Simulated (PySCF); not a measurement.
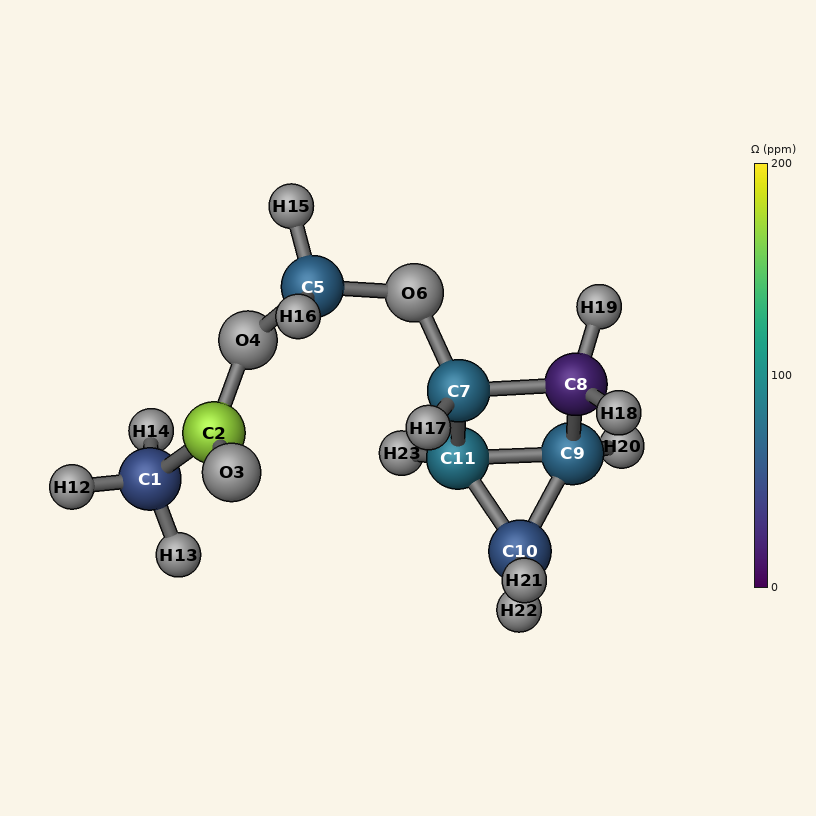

The C atoms are coloured by the span of their shielding tensor. The computed structure is the end point of a GFN2-xTB optimisation. No frequency run is at hand to confirm it as a minimum. Method: GIAO PBE0/pcSseg-1 NMR shielding, non-relativistic, gas phase (PySCF 2.14.0). Principal shieldings σ11 ≤ σ22 ≤ σ33, span Ω = σ33 − σ11, skew κ = 3(σiso − σ22)/Ω.

> Which C atom has the most anisotropic shielding?

C2, with a span of 169 ppm.

Give the shielding tensors of the C atoms.

| atom | σ11 | σ22 | σ33 | σiso | Ω | κ |
| --- | --- | --- | --- | --- | --- | --- |
| C1 | 143.4 | 154.6 | 192.5 | 163.5 | 49.1 | 0.55 |
| C2 | −95.4 | 51.5 | 73.4 | 9.8 | 168.8 | −0.74 |
| C5 | 64.8 | 94.8 | 130.9 | 96.8 | 66.1 | 0.09 |
| C7 | 77.8 | 86.9 | 150.9 | 105.2 | 73.1 | 0.75 |
| C8 | 142.1 | 149.8 | 162.4 | 151.4 | 20.3 | 0.24 |
| C9 | 145.7 | 153.8 | 214.8 | 171.4 | 69.1 | 0.77 |
| C10 | 149.1 | 158.9 | 203.3 | 170.4 | 54.2 | 0.64 |
| C11 | 133.9 | 137.8 | 214.5 | 162.1 | 80.5 | 0.90 |

Shieldings and span in ppm.
